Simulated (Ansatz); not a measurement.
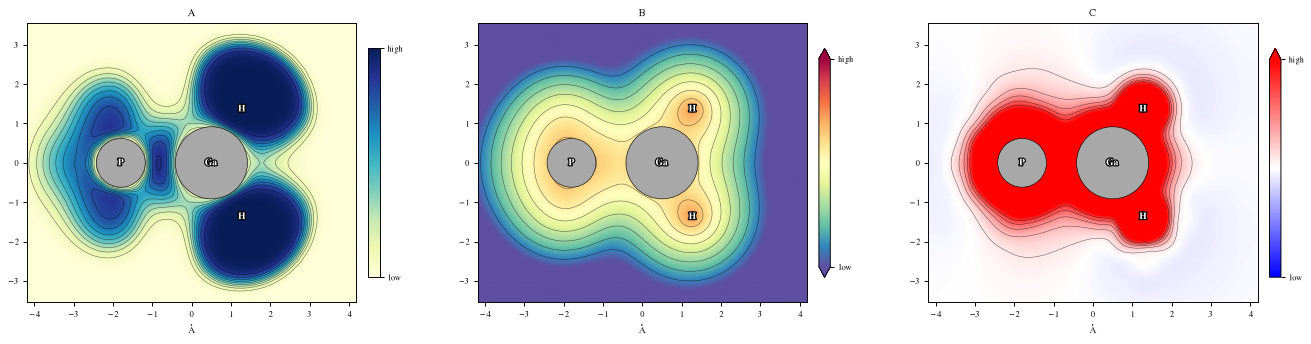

GaH₄P (SMILES [PH2][GaH2]): 3 fields on the plane of atoms H5, Ga2 and H6, with unlabelled colour scales. Grey discs cover the atomic cores.

Geometry: PBE0-D4/def2-TZVP.

All numbers below come from Ansatz, RKS PBE0-D4/def2-TZVPP.

### The panels show electron density, electron localisation function and electrostatic potential in some order. Assign them.

Panel A: electron localisation function. Panel B: electron density. Panel C: electrostatic potential (strongly positive close to the atoms and fading to about zero outside). From the grid: Ga–P (2.31 Å): the density is about 0.62 e/Å³ at the midpoint; the ELF peaks at about 0.90 between the atoms, as expected for a covalent bond. Ga–H (1.57 Å): the density is about 0.99 e/Å³ at the midpoint; the ELF climbs to about 1 towards the hydrogen.
